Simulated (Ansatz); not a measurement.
```
CELL_PARAMETERS angstrom
2.74008 0.00000 0.00000
0.00000 2.74008 0.00000
0.00000 0.00000 19.43294
ATOMIC_POSITIONS crystal
Ni 0.00000 0.00000 0.19862
Ni 0.50000 0.50000 0.69862
Mo 0.50000 0.50000 0.10922
Mo 0.00000 0.00000 0.60922
Pd 0.50000 0.50000 0.29310
Pd 0.00000 0.00000 0.79310
Ir 0.00000 0.00000 0.39944
Ir 0.50000 0.50000 0.89944
W 0.50000 0.50000 0.49565
W 0.00000 0.00000 0.99565
```

Space group I4mm; a generated structure, not necessarily the stable one; the program warned that a starting moment wasn't kept; spin-polarised, but the moments vanished.

Theory: Kohn-Sham DFT of a periodic cell, PBE, Ansatz PAW in Ansatz 0.2.0.

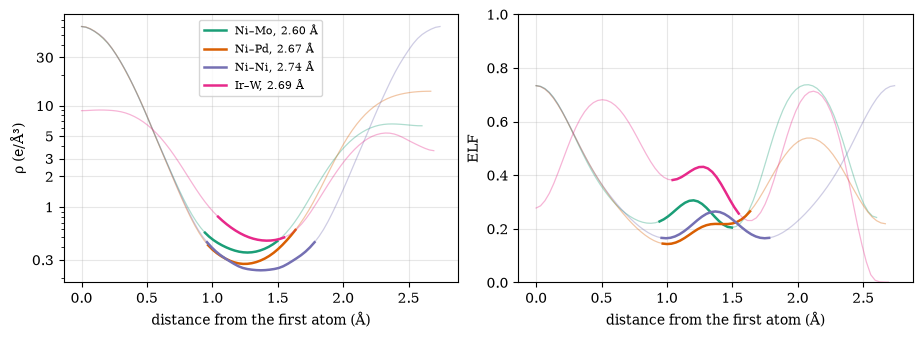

NiMoIrPdW. Valence electron density and electron localisation function along straight lines between neighbouring atoms. Thin, pale parts lie inside the atomic spheres.

In a PAW calculation such maps are meaningful between the atoms, not at the nuclei.

> What can be read from the curves?

Ni–Mo (2.60 Å): ρ is about 0.36 e/Å³ halfway; the ELF is about 0.30 at the midpoint: no shared electron pair shows on this line.
Ni–Pd (2.67 Å): the density is about 0.29 e/Å³ at the midpoint; the ELF is about 0.20 at the midpoint: no shared electron pair shows on this line.
Ni–Ni (2.74 Å): the density is about 0.24 e/Å³ at the midpoint; the ELF is about 0.25 at the midpoint (no localised pair shows between them).
Ir–W (2.69 Å): ρ is about 0.47 e/Å³ halfway; the ELF is about 0.40 at the midpoint.
